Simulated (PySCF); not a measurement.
Single-point calculation, with input and output: GaSe (part 2 of 2)

The same run, continued: GaSe, multiplicity 2; ROHF/sbkjc, casscf (PySCF 2.14.0). Some settings of this run were made unusual or wrong on purpose.

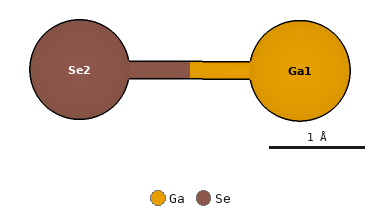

**Figure 1.** The structure (ball-and-stick view, seen on its broad side; atoms are numbered from 1 in the order of the input). Sticks mark near contacts.

**What the program printed, continued**
```
CASCI E = -266.338890618425  E(CI) = -9.97972618266459  S^2 = 0.7500000
Natural occ [1.99952906 1.99935424 1.94395649 1.00225284 0.05490737]
Natural orbital (expansion on meta-Lowdin AOs) in CAS space
               #1        #2        #3        #4        #5
0 Ga 3s         -0.01824   0.00791  -0.06402   0.00001   0.00000
0 Ga 4s          0.23293  -0.19302   0.87575  -0.00025   0.00000
0 Ga 5s          0.09304  -0.00995   0.25250  -0.00006  -0.00004
0 Ga 6s          0.01888   0.00017   0.03155  -0.00000  -0.00002
0 Ga 3px        -0.00074   0.00006  -0.00002  -0.00674  -0.04132
0 Ga 3py         0.00027  -0.00002   0.00000  -0.01244  -0.07635
0 Ga 3pz        -0.04061   0.02016   0.02578  -0.00004  -0.00002
0 Ga 4px         0.00297  -0.00102   0.00006   0.13617   0.36471
0 Ga 4py        -0.00192   0.00053   0.00020   0.25105   0.67377
0 Ga 4pz         0.31174  -0.31202  -0.33610   0.00033   0.00017
0 Ga 5px         0.00038  -0.00014   0.00001   0.01675   0.24758
0 Ga 5py        -0.00025   0.00008   0.00004   0.03088   0.45743
0 Ga 5pz         0.15417  -0.02656  -0.10067   0.00014   0.00014
0 Ga 6px         0.00008  -0.00006   0.00000   0.00716   0.09779
0 Ga 6py        -0.00009   0.00003   0.00002   0.01320   0.18068
0 Ga 6pz         0.05693  -0.00967  -0.04158   0.00005   0.00006
0 Ga 3dxy        0.04890  -0.00023   0.06448   0.00000  -0.00001
0 Ga 3dyz       -0.00025  -0.00011   0.00004  -0.02890   0.03780
0 Ga 3dz^2      -0.07423   0.02747  -0.02681  -0.00004   0.00003
0 Ga 3dxz        0.00012  -0.00006  -0.00000  -0.01567   0.02046
0 Ga 3dx2-y2    -0.03210   0.00016  -0.04212  -0.00000   0.00000
0 Ga 4dxy        0.01568   0.00003   0.02288  -0.00000   0.00001
0 Ga 4dyz       -0.00011  -0.00003   0.00002  -0.00536  -0.01847
0 Ga 4dz^2      -0.01549   0.00586  -0.01404  -0.00000  -0.00001
0 Ga 4dxz        0.00009  -0.00003   0.00000  -0.00291  -0.01000
0 Ga 4dx2-y2    -0.01029  -0.00002  -0.01495   0.00000  -0.00000
0 Ga 5dxy        0.01146   0.00080   0.02515  -0.00000   0.00006
0 Ga 5dyz       -0.00031   0.00005   0.00004   0.02409  -0.12784
0 Ga 5dz^2       0.01805  -0.01472  -0.01535   0.00002  -0.00009
0 Ga 5dxz        0.00041  -0.00014   0.00001   0.01307  -0.06918
0 Ga 5dx2-y2    -0.00752  -0.00052  -0.01642   0.00000  -0.00001
1 Se 4s         -0.11554  -0.92607  -0.07638  -0.00013  -0.00006
1 Se 5s         -0.08793  -0.04360  -0.04040  -0.00004  -0.00004
1 Se 4px         0.00813  -0.00279   0.00010   0.44893  -0.10806
1 Se 4py        -0.00516   0.00141   0.00041   0.82769  -0.19955
1 Se 4pz        -0.87636  -0.04085   0.13497  -0.00071   0.00003
1 Se 5px         0.00171  -0.00059   0.00002   0.08018  -0.06354
1 Se 5py        -0.00109   0.00029   0.00009   0.14783  -0.11741
1 Se 5pz        -0.10642  -0.04283   0.06564  -0.00010   0.00003
<mo_coeff-mcscf|mo_coeff-hf>  1      1        0.99997971
<mo_coeff-mcscf|mo_coeff-hf>  2      3        0.99991758
<mo_coeff-mcscf|mo_coeff-hf>  3      2        0.99215506
<mo_coeff-mcscf|mo_coeff-hf>  4      4        0.99220330
<mo_coeff-mcscf|mo_coeff-hf>  5      6        0.99024670
<mo_coeff-mcscf|mo_coeff-hf>  6      7        0.95743026
<mo_coeff-mcscf|mo_coeff-hf>  7      9        0.99422079
<mo_coeff-mcscf|mo_coeff-hf>  8      8        0.98464260
<mo_coeff-mcscf|mo_coeff-hf>  9      5        0.95442619
<mo_coeff-mcscf|mo_coeff-hf>  10     12       0.99991175
<mo_coeff-mcscf|mo_coeff-hf>  11     11       0.91553055
<mo_coeff-mcscf|mo_coeff-hf>  12     10      -0.89695364
<mo_coeff-mcscf|mo_coeff-hf>  13     13       0.97655245
<mo_coeff-mcscf|mo_coeff-hf>  14     14       0.99937165
<mo_coeff-mcscf|mo_coeff-hf>  15     15       0.89709523
<mo_coeff-mcscf|mo_coeff-hf>  16     16       0.99998624
<mo_coeff-mcscf|mo_coeff-hf>  17     17       0.99991382
<mo_coeff-mcscf|mo_coeff-hf>  18     18       0.99945732
<mo_coeff-mcscf|mo_coeff-hf>  19     19       0.80733759
<mo_coeff-mcscf|mo_coeff-hf>  19     22       0.46710143
<mo_coeff-mcscf|mo_coeff-hf>  20     20       0.99994683
<mo_coeff-mcscf|mo_coeff-hf>  21     19      -0.55800113
<mo_coeff-mcscf|mo_coeff-hf>  21     22       0.79981902
<mo_coeff-mcscf|mo_coeff-hf>  22     21       0.99840223
<mo_coeff-mcscf|mo_coeff-hf>  23     23       0.99994496
<mo_coeff-mcscf|mo_coeff-hf>  24     24       0.99980984
<mo_coeff-mcscf|mo_coeff-hf>  25     27       0.98149729
<mo_coeff-mcscf|mo_coeff-hf>  26     25       0.80753544
<mo_coeff-mcscf|mo_coeff-hf>  26     26      -0.58572933
<mo_coeff-mcscf|mo_coeff-hf>  27     25       0.58621373
<mo_coeff-mcscf|mo_coeff-hf>  27     26       0.80824318
<mo_coeff-mcscf|mo_coeff-hf>  28     28       0.99844965
<mo_coeff-mcscf|mo_coeff-hf>  29     29       0.99998167
<mo_coeff-mcscf|mo_coeff-hf>  30     30       0.99872464
<mo_coeff-mcscf|mo_coeff-hf>  31     31       0.99999617
<mo_coeff-mcscf|mo_coeff-hf>  32     32       0.99902203
<mo_coeff-mcscf|mo_coeff-hf>  33     33       0.99999710
<mo_coeff-mcscf|mo_coeff-hf>  34     34       0.78193387
<mo_coeff-mcscf|mo_coeff-hf>  34     35       0.62204476
<mo_coeff-mcscf|mo_coeff-hf>  35     34      -0.62187632
<mo_coeff-mcscf|mo_coeff-hf>  35     35       0.78170782
<mo_coeff-mcscf|mo_coeff-hf>  36     36       0.99890570
<mo_coeff-mcscf|mo_coeff-hf>  37     37       0.99917845
<mo_coeff-mcscf|mo_coeff-hf>  38     38       0.99996059
<mo_coeff-mcscf|mo_coeff-hf>  39     39       1.00000000
** Largest CI components **
  [alpha occ-orbitals] [beta occ-orbitals]            CI coefficient
  [0 1 2 3]            [0 1 2]                        -0.973162440587
  [0 1 2 3]            [0 1 3]                         0.140272139855
  [0 1 3 4]            [0 1 4]                        -0.100943499861
 ** Mulliken pop on meta-lowdin orthogonal AOs  **
 ** Mulliken pop  **
pop of  0 Ga 3s           1.97369
pop of  0 Ga 4s           1.69894
pop of  0 Ga 5s           0.14762
pop of  0 Ga 6s           0.02766
pop of  0 Ga 3px          1.94976
pop of  0 Ga 3py          1.94986
pop of  0 Ga 3pz          1.95461
pop of  0 Ga 4px          0.20689
pop of  0 Ga 4py          0.14355
pop of  0 Ga 4pz          0.61431
pop of  0 Ga 5px          0.01133
pop of  0 Ga 5py          0.01785
pop of  0 Ga 5pz          0.07302
pop of  0 Ga 6px          0.04433
pop of  0 Ga 6py          0.04528
pop of  0 Ga 6pz          0.05237
pop of  0 Ga 3dxy         1.72167
pop of  0 Ga 3dyz         1.72224
pop of  0 Ga 3dz^2        1.72440
pop of  0 Ga 3dxz         1.72316
pop of  0 Ga 3dx2-y2      1.72205
pop of  0 Ga 4dxy         0.17931
pop of  0 Ga 4dyz         0.17862
pop of  0 Ga 4dz^2        0.17699
pop of  0 Ga 4dxz         0.17854
pop of  0 Ga 4dx2-y2      0.17927
pop of  0 Ga 5dxy         0.09891
pop of  0 Ga 5dyz         0.10117
pop of  0 Ga 5dz^2        0.09424
pop of  0 Ga 5dxz         0.10126
pop of  0 Ga 5dx2-y2      0.09863
pop of  1 Se 4s           1.75515
pop of  1 Se 5s           0.02265
pop of  1 Se 4px          1.50620
pop of  1 Se 4py          1.07327
pop of  1 Se 4pz          1.59264
pop of  1 Se 5px          0.06419
pop of  1 Se 5py          0.03966
pop of  1 Se 5pz          0.03473
 ** Mulliken atomic charges  **
charge of    0Ga =      0.08850
charge of    1Se =     -0.08850
Mulliken spin population analysis on meta-Lowdin AOs:
 ** Mulliken pop on meta-lowdin orthogonal AOs  **
 ** Mulliken pop  **
pop of  0 Ga 3s           0.00000
pop of  0 Ga 4s           0.00036
pop of  0 Ga 5s           0.00003
pop of  0 Ga 6s           0.00000
pop of  0 Ga 3px          0.00004
pop of  0 Ga 3py          0.00014
pop of  0 Ga 3pz         -0.00000
pop of  0 Ga 4px          0.01746
pop of  0 Ga 4py          0.05935
pop of  0 Ga 4pz         -0.00003
pop of  0 Ga 5px          0.00028
pop of  0 Ga 5py          0.00097
pop of  0 Ga 5pz         -0.00001
pop of  0 Ga 6px          0.00005
pop of  0 Ga 6py          0.00017
pop of  0 Ga 6pz         -0.00000
pop of  0 Ga 3dxy         0.00000
pop of  0 Ga 3dyz         0.00086
pop of  0 Ga 3dz^2        0.00000
pop of  0 Ga 3dxz         0.00025
pop of  0 Ga 3dx2-y2      0.00000
pop of  0 Ga 4dxy         0.00000
pop of  0 Ga 4dyz         0.00003
pop of  0 Ga 4dz^2        0.00000
pop of  0 Ga 4dxz         0.00001
pop of  0 Ga 4dx2-y2      0.00000
pop of  0 Ga 5dxy         0.00000
pop of  0 Ga 5dyz         0.00069
pop of  0 Ga 5dz^2       -0.00000
pop of  0 Ga 5dxz         0.00020
pop of  0 Ga 5dx2-y2      0.00000
pop of  1 Se 4s           0.00022
pop of  1 Se 5s           0.00000
pop of  1 Se 4px          0.20234
pop of  1 Se 4py          0.68780
pop of  1 Se 4pz         -0.00004
pop of  1 Se 5px          0.00655
pop of  1 Se 5py          0.02227
pop of  1 Se 5pz         -0.00001
 ** Mulliken atomic charges  **
charge of    0Ga =     20.91913
charge of    1Se =      5.08087
spop of 0 Ga 3s         0.00000
spop of 0 Ga 4s         0.00036
spop of 0 Ga 5s         0.00003
spop of 0 Ga 6s         0.00000
spop of 0 Ga 3px        0.00004
spop of 0 Ga 3py        0.00014
spop of 0 Ga 3pz       -0.00000
spop of 0 Ga 4px        0.01746
spop of 0 Ga 4py        0.05935
spop of 0 Ga 4pz       -0.00003
spop of 0 Ga 5px        0.00028
spop of 0 Ga 5py        0.00097
spop of 0 Ga 5pz       -0.00001
spop of 0 Ga 6px        0.00005
spop of 0 Ga 6py        0.00017
spop of 0 Ga 6pz       -0.00000
spop of 0 Ga 3dxy       0.00000
spop of 0 Ga 3dyz       0.00086
spop of 0 Ga 3dz^2      0.00000
spop of 0 Ga 3dxz       0.00025
spop of 0 Ga 3dx2-y2    0.00000
spop of 0 Ga 4dxy       0.00000
spop of 0 Ga 4dyz       0.00003
spop of 0 Ga 4dz^2      0.00000
spop of 0 Ga 4dxz       0.00001
spop of 0 Ga 4dx2-y2    0.00000
spop of 0 Ga 5dxy       0.00000
spop of 0 Ga 5dyz       0.00069
spop of 0 Ga 5dz^2     -0.00000
spop of 0 Ga 5dxz       0.00020
spop of 0 Ga 5dx2-y2    0.00000
spop of 1 Se 4s         0.00022
spop of 1 Se 5s         0.00000
spop of 1 Se 4px        0.20234
spop of 1 Se 4py        0.68780
spop of 1 Se 4pz       -0.00004
spop of 1 Se 5px        0.00655
spop of 1 Se 5py        0.02227
spop of 1 Se 5pz       -0.00001
Mulliken atomic spins:
spin of  0Ga =      0.08087
spin of  1Se =      0.91913
Dipole moment(X, Y, Z, Debye): -0.17895, -0.33696, -2.00545
orbital energies (hartree): [-0.4934 -0.3495 -0.3074 -0.2072  0.0476  0.0482  0.1409]
```

This output came from the following input.

**The input**
```python
from pyscf import gto, scf, mcscf

mol = gto.M(
    atom='Ga 0 0 0; Se 0 0 2.32',
    basis='sbkjc',
    ecp={'Ga': 'sbkjc', 'Se': 'sbkjc'},
    charge=0,
    spin=1,
    verbose=4,
)
mf = scf.ROHF(mol)
mf.conv_tol = 0.001
mf = mf.newton()
mf.kernel()
mc = mcscf.CASSCF(mf, 5, 7)
mc.kernel()
mc.analyze()
mf.dip_moment()
print('orbital energies (hartree):', mf.mo_energy[..., max(0, mol.nelec[1]-3):mol.nelec[0]+3].round(4))
```

Run as:
```bash
OMP_NUM_THREADS=1 python input.py
```

**Outcome**

```json
{"quantity": "outcome", "value": "converged"}
{"quantity": "SCF energy", "value": "−266.323212 hartree"}
{"quantity": "dipole moment", "value": "2.04 D"}
{"quantity": "hardware", "value": "1 CPU thread, shared host"}
{"quantity": "wall time", "value": "22 s"}
```

Some settings of this run were drawn to be unusual or wrong. It converged; results that depend on the unusual settings are not reference values.
